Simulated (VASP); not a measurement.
Band structure of PbI$_{2}$ (1T layered). Calculation: vdW-DF-cx, VASP's PBE PAW potentials (set 64) (plane waves; VASP).

Unless said otherwise, spin-orbit coupling is left out, though it shifts the bands of the heavy elements here.

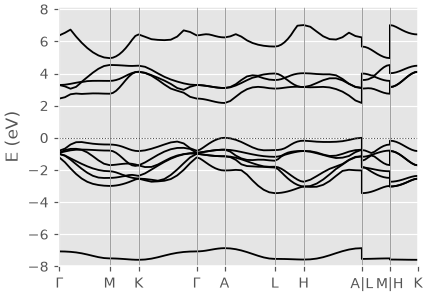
Figure: Bands along high-symmetry lines, zero at the valence-band maximum or, without a gap, the Fermi level

Question: Read the plot: is there a gap, and where are the band edges?

Answer: The gap is direct, 2.17 eV, from the valence maximum at A to the conduction minimum at A. (Edges off the drawn lines would not show.)

Measured: gap 2.40 eV (computed value off by -0.23 eV), as given by Wikipedia, List of semiconductor materials.

The compound is PbI2 in the 1T layered structure. It was relaxed first.
